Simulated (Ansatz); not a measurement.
The reference is ZnSiP2 in the chalcopyrite structure (space group I-42d, No. 122; a = 5.3531 Å, c = 10.4452 Å).

One thing is altered: cell and atoms relaxed at a pressure of 9 GPa.

Method: Ansatz (a quantum-chemistry and plane-wave program), PBEsol, PAW, cutoff 420 eV, scalar-relativistic without spin-orbit coupling.

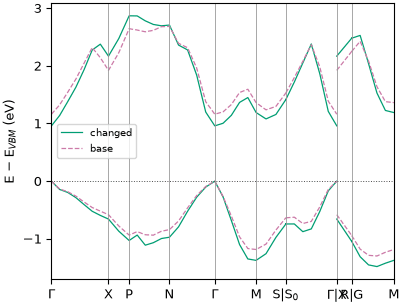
Figure. Highest valence and lowest conduction band along the path, each from its own valence-band maximum

From the figure, how large is the changed gap, and is it direct?

About 1.0 eV, direct at Γ.

Load acts through the strain it causes; cell and atoms are relaxed under it. No phonon test of stability was made. Competing high-pressure phases were not computed.
